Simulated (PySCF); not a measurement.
C$_{3}$H$_{5}$FO$_{2}$ (SMILES COCC(=O)F)

```yaml
atoms:
  - { symbol: C, position_ang: [-1.4915, -0.4571, -0.0724] }
  - { symbol: O, position_ang: [-0.6064, 0.4588, -0.6862] }
  - { symbol: C, position_ang: [0.5000, 0.8059, 0.0887] }
  - { symbol: C, position_ang: [1.5134, -0.2949, 0.2507] }
  - { symbol: O, position_ang: [1.5115, -1.4144, -0.1095] }
  - { symbol: F, position_ang: [2.5822, 0.1828, 0.9621] }
  - { symbol: H, position_ang: [-1.0151, -1.4235, 0.1090] }
  - { symbol: H, position_ang: [-2.3153, -0.5855, -0.7703] }
  - { symbol: H, position_ang: [-1.8734, -0.0566, 0.8740] }
  - { symbol: H, position_ang: [0.2097, 1.1417, 1.1001] }
  - { symbol: H, position_ang: [0.9904, 1.6453, -0.4173] }
```

Geometry: GFN2-xTB.

The calculation used B3LYP/def2-SVPD, SCF density, gas phase (PySCF 2.14.0).

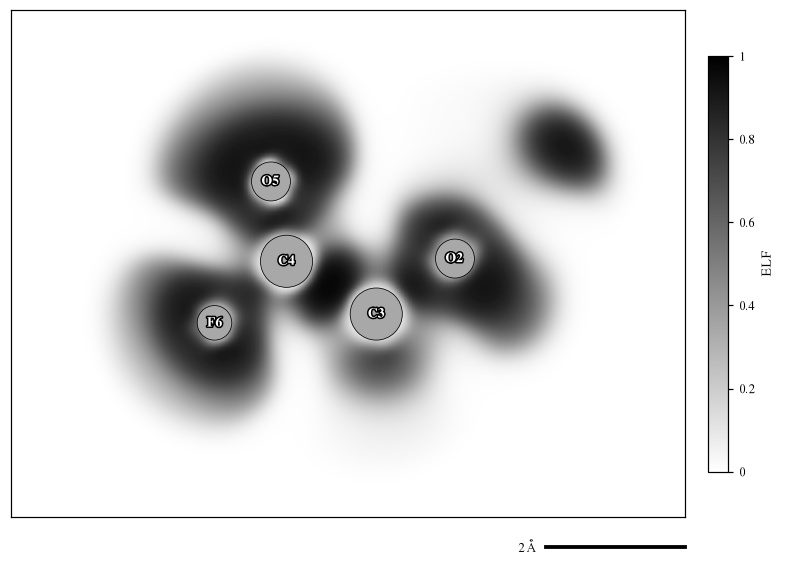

Figure 1. ELF on the plane of atoms C3, C4 and O5. Grey discs cover the atomic cores.

### Describe what can be read from this map.

- Atoms in the plane: O, C and F.
- C–O (1.18 Å): the ELF peaks at about 0.85 between the atoms (a short, multiple covalent bond).
- C–F (1.37 Å): the ELF peaks at about 0.85 between the atoms (a polar covalent bond).
- C–C (1.50 Å): the ELF peaks at about 1 between the atoms: a covalent bond.
- The ELF also peaks beside F6, O2 and O5, away from the bonds: lone-pair regions.

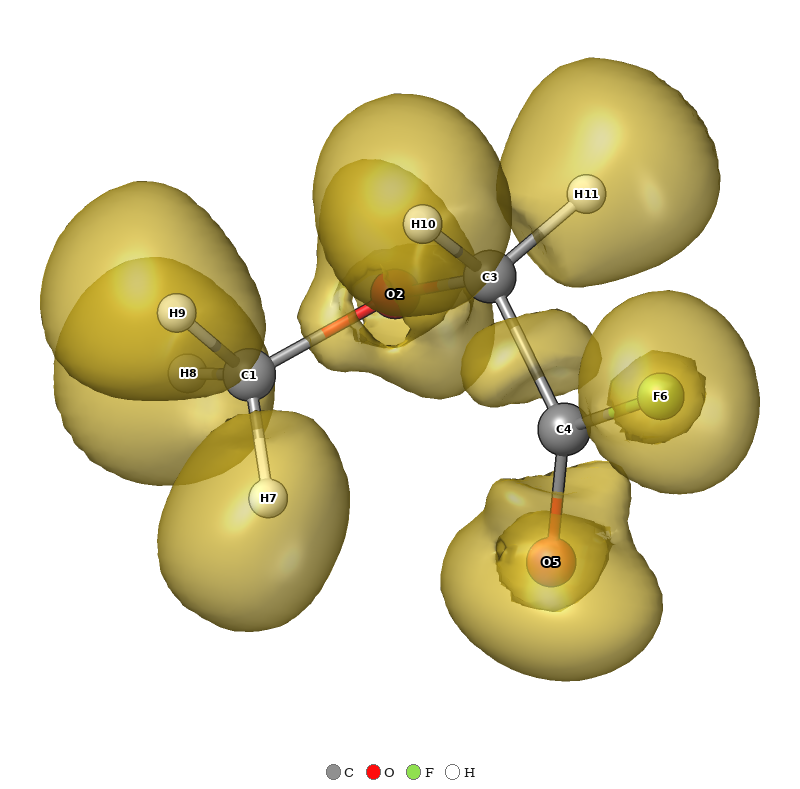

Figure 2. Isosurface of the ELF at 0.75 (yellow), seen at a tilt. Core shells and regions of very low density are left out.

### What do the ELF domains correspond to?

The ELF exceeds this value in one region between bonded C–C atoms (shared pairs), five regions around hydrogen nuclei, one region on F in which the atom's valence shell and bonds are merged and two regions on O in which the atom's valence shell and bonds are merged.

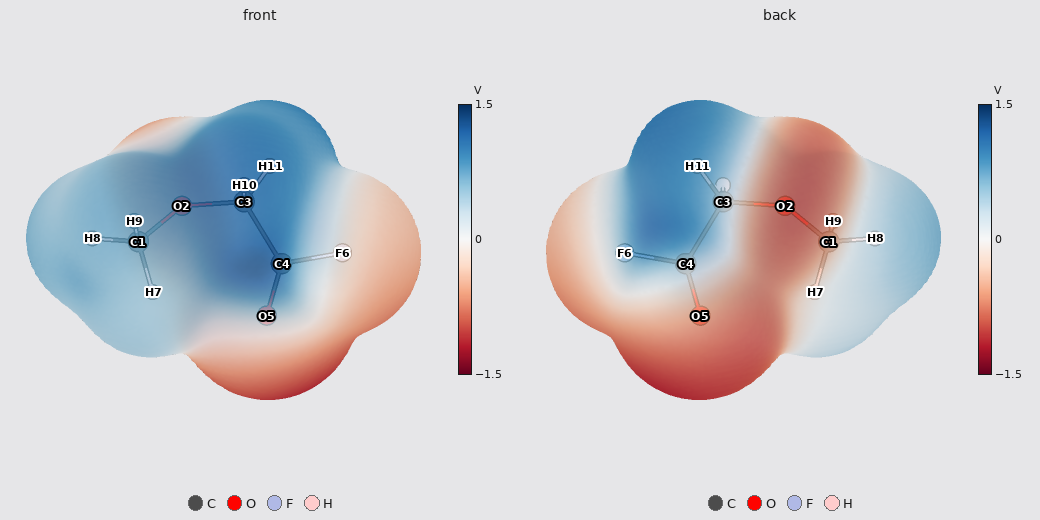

Figure 3. The molecular electrostatic potential painted on the density surface at 0.001 e/bohr³, seen from the front and from behind; red is negative and blue positive.

### Which sites attract a positive test charge, and which a negative one?

A positive charge is drawn to the negative regions and a negative charge to the positive ones. The most negative region (about −1.1 V) lies over O5, the most positive (about +1.3 V) over the π face of C3 and C4. O5 is the likeliest acceptor of a hydrogen bond.

### What dipole moment does the calculation give?

Its dipole moment is 2.53 D.
